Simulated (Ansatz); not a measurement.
Al6

```xyz
6

Al   -1.9551    0.1174   -0.1778
Al    0.1630   -1.9756   -0.1379
Al   -0.1067   -0.1642   -1.9518
Al    0.1052    0.1235    1.9599
Al   -0.1455    1.9283    0.1337
Al    1.9469   -0.1398    0.1730
```

Level of theory: Ansatz 0.2.0, DFT r2SCAN, Gaussian basis def2-TZVP.

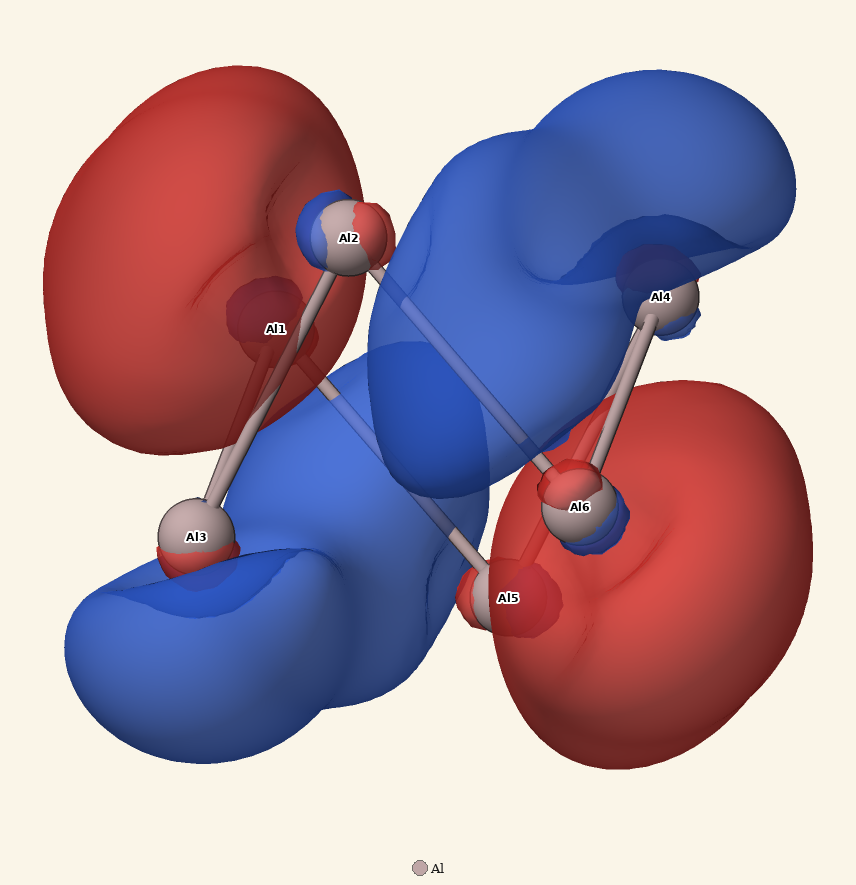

Figure 1. The HOMO at ±0.08 Å⁻³ᐟ² (red and blue are the two phases), seen from one side.

### Where does this orbital lie, and at what energy?

Its weight (Hirshfeld) is mainly on Al1 (about 15 %), Al2 (about 15 %), Al3 (about 15 %), Al4 (about 15 %), Al5 (about 15 %) and Al6 (about 15 %); it is gerade (even under inversion). It is one of a degenerate set, so its orientation is arbitrary. Its energy is −4.91 eV.

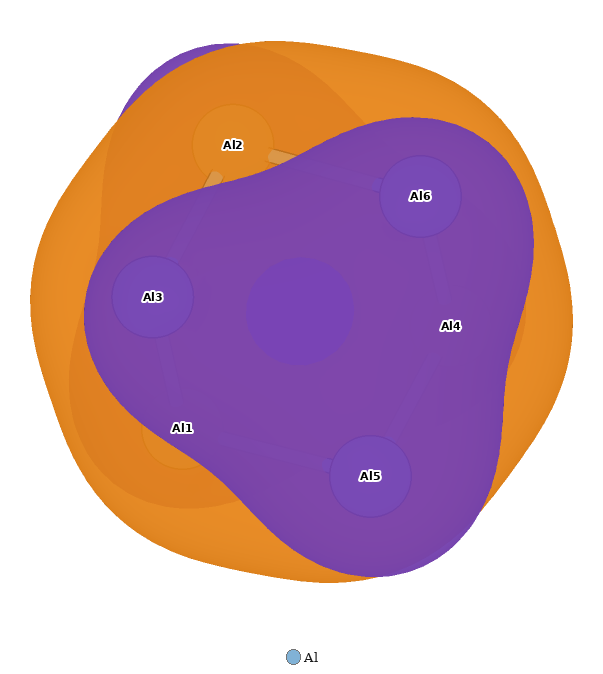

Figure 2. The LUMO at ±0.06 Å⁻³ᐟ² (orange and purple are the two phases), seen across its widest extent.

### What is the character of this orbital?

It lies mainly on Al1 (about 15 %), Al2 (about 15 %), Al3 (about 15 %), Al4 (about 15 %), Al5 (about 15 %) and Al6 (about 15 %); it is gerade (even under inversion). Its energy is −4.15 eV.
